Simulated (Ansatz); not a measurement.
Process, species as SMILES: OCl (OH-Cl) → Cl atom + H atom + O atom
B3LYP-D3(BJ)/def2-TZVP geometries, fixed; electronic energies without zero-point terms.

Basis-set convergence of the atomisation energy at PBE0 with Ansatz (a first-principles code). All functions are spherical. The program fits the integrals of some runs and decomposes those of others, by size. Open shells are unrestricted. No added dispersion term, no relativity. Functions are those of the species that has most. Reference: the value in pcseg-4, 163.23 kcal/mol, itself unsure by roughly 0.09 kcal/mol (its mean distance from aug-pcseg-3, aug-cc-pV(Q+d)Z, cc-pV(5+d)Z). Deviations are taken from unrounded values.

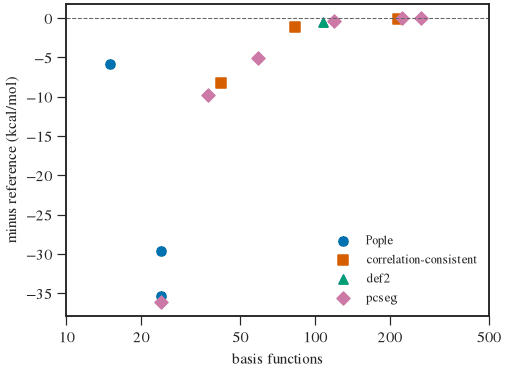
Figure. Deviation from the reference against the number of basis functions, by family of sets.

```json
[
 {"basis": "STO-3G", "functions": "15", "atomisation energy (kcal/mol)": "157.45", "minus reference (kcal/mol)": "-5.78"},
 {"basis": "3-21G", "functions": "24", "atomisation energy (kcal/mol)": "133.57", "minus reference (kcal/mol)": "-29.66"},
 {"basis": "6-31G", "functions": "24", "atomisation energy (kcal/mol)": "127.83", "minus reference (kcal/mol)": "-35.40"},
 {"basis": "pcseg-0", "functions": "24", "atomisation energy (kcal/mol)": "127.12", "minus reference (kcal/mol)": "-36.11"},
 {"basis": "pcseg-1", "functions": "37", "atomisation energy (kcal/mol)": "153.44", "minus reference (kcal/mol)": "-9.79"},
 {"basis": "cc-pV(D+d)Z", "functions": "42", "atomisation energy (kcal/mol)": "155.01", "minus reference (kcal/mol)": "-8.22"},
 {"basis": "aug-pcseg-1", "functions": "59", "atomisation energy (kcal/mol)": "158.11", "minus reference (kcal/mol)": "-5.12"},
 {"basis": "cc-pV(T+d)Z", "functions": "83", "atomisation energy (kcal/mol)": "162.04", "minus reference (kcal/mol)": "-1.19"},
 {"basis": "def2-TZVPPD", "functions": "108", "atomisation energy (kcal/mol)": "162.70", "minus reference (kcal/mol)": "-0.53"},
 {"basis": "aug-pcseg-2", "functions": "119", "atomisation energy (kcal/mol)": "162.88", "minus reference (kcal/mol)": "-0.35"},
 {"basis": "aug-cc-pV(Q+d)Z", "functions": "215", "atomisation energy (kcal/mol)": "163.12", "minus reference (kcal/mol)": "-0.11"},
 {"basis": "aug-pcseg-3", "functions": "223", "atomisation energy (kcal/mol)": "163.26", "minus reference (kcal/mol)": "0.04"},
 {"basis": "pcseg-4", "functions": "267", "atomisation energy (kcal/mol)": "163.23", "minus reference (kcal/mol)": "0.00"}
]
```
